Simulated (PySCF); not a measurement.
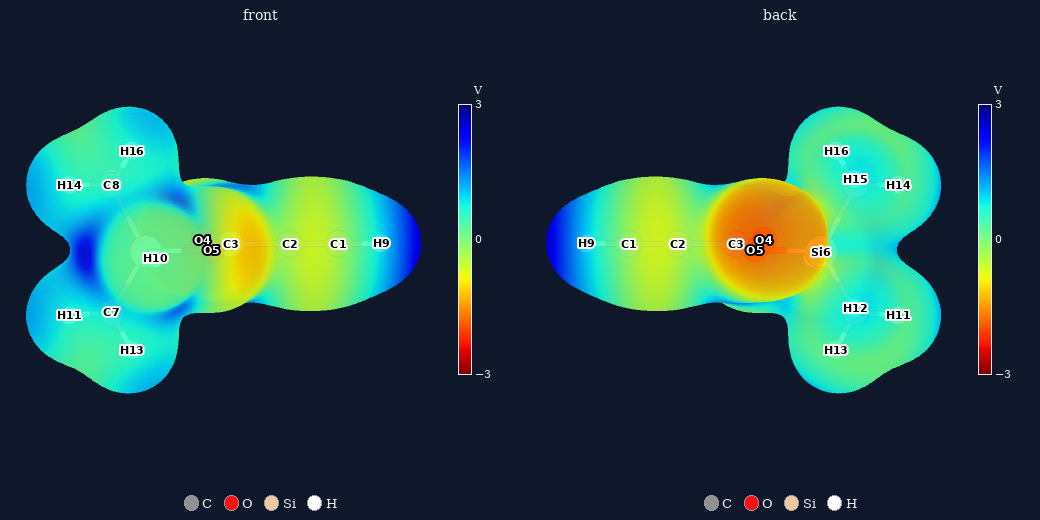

*C5H8O2Si (SMILES C#CC(=O)O[SiH](C)C). The molecular electrostatic potential painted on the density surface at 0.004 e/bohr³, seen from the front and from behind; red is negative and blue positive.*

Geometry: GFN2-xTB.

All numbers below come from PBE0/pcSseg-1, SCF density, gas phase, non-relativistic (PySCF).

```xyz
16

C     4.0887    0.2437   -0.0697
C     2.9035    0.2248   -0.2554
C     1.4797    0.2097   -0.5083
O     0.9957    0.4779   -1.5772
O     0.7892   -0.1291    0.5655
Si   -0.8849   -0.2512    0.6434
C    -1.4973   -1.5842   -0.5603
C    -1.6782    1.4327    0.2745
H     5.1265    0.2601    0.0952
H    -0.9451   -0.6440    2.0499
H    -2.5716   -1.7211   -0.4878
H    -1.2653   -1.3141   -1.5879
H    -1.0284   -2.5443   -0.3598
H    -2.7585    1.3929    0.3727
H    -1.4476    1.7558   -0.7381
H    -1.3140    2.1993    0.9537
```

> Describe the electrostatic potential map.

The most negative region (about −1.8 V) lies over O4, the most positive (about +2.5 V) over Si6 and H9. O4 is the likeliest acceptor of a hydrogen bond.

> How polar is the molecule by this calculation?

Its dipole moment is 1.41 D.
